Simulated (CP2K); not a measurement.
Band structure of MgGeP₂ (P-4m2, 4 atoms in the cell).

```yaml
crystal:
  lattice:
    - [3.85262, 0.00000, 0.00000]
    - [0.00000, 3.85262, 0.00000]
    - [0.00000, 0.00000, 5.90706]
  atoms:
    - { symbol: Mg, position: [0.00000, 0.00000, 0.00000] }
    - { symbol: Ge, position: [0.50000, 0.50000, 0.50000] }
    - { symbol: P, position: [0.00000, 0.50000, 0.26921] }
    - { symbol: P, position: [0.50000, 0.00000, 0.73079] }
```

Method of the run: PBEsol, GPW, DZVP-MOLOPT-SR-GTH basis, GTH-PBE potentials (GTH_POTENTIALS) (CP2K).

Settings: CUTOFF = 1000 Ry; REL_CUTOFF = 50 Ry; SMEAR/METHOD = FERMI_DIRAC; ELECTRONIC_TEMPERATURE = 580.23 K; KPOINTS/SCHEME = MONKHORST-PACK 6 6 4; GAMMA_CENTERED = T; XC_FUNCTIONAL = PBE:PBESOL; Mg/BASIS_SET = DZVP-MOLOPT-SR-GTH-q10; Mg/POTENTIAL = GTH-PBE-q10; Ge/BASIS_SET = DZVP-MOLOPT-SR-GTH-q4; Ge/POTENTIAL = GTH-PBE-q4; P/BASIS_SET = DZVP-MOLOPT-SR-GTH-q5; P/POTENTIAL = GTH-PBE-q5; METHOD = GPW.

The starting cell comes from a database of computed structures (which also holds hypothetical and non-ambient phases and stackings), without a prior relaxation at this level. Values carry the incompleteness of an atom-centred basis. The potentials were made for another functional than the one used. The run gives no clean gap (levels at the Fermi energy touch, overlap or are partly filled at this smearing), which alone does not show that the compound is a metal.

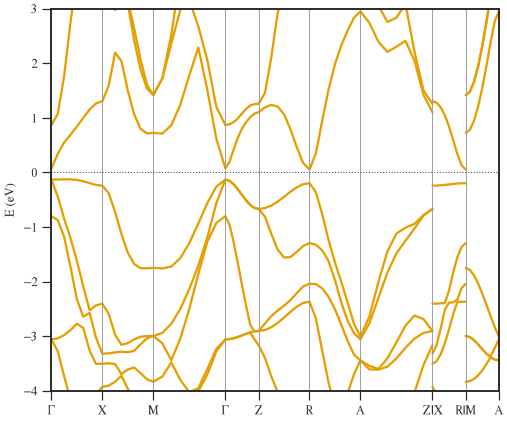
Figure: Bands along the path, energies from the Fermi level.

Levels in eV from the Fermi level, bands 9 to 14:
```csv
point,9,10,11,12,13,14
Γ,-3.06,-0.80,-0.13,-0.13,0.07,0.87
X,-3.51,-3.32,-2.40,-0.24,1.30,4.22
M,-3.84,-3.00,-3.00,-1.75,0.72,1.42
Z,-2.91,-2.91,-0.67,-0.67,1.10,1.26
R,-2.37,-2.04,-1.30,-0.20,0.05,2.99
A,-3.45,-3.45,-3.06,-3.01,2.95,3.89
```

No band crosses the Fermi level by more than 0.03 eV along this path.

Higher empty bands are left out: an atom-centred basis made for the valence describes them poorly.
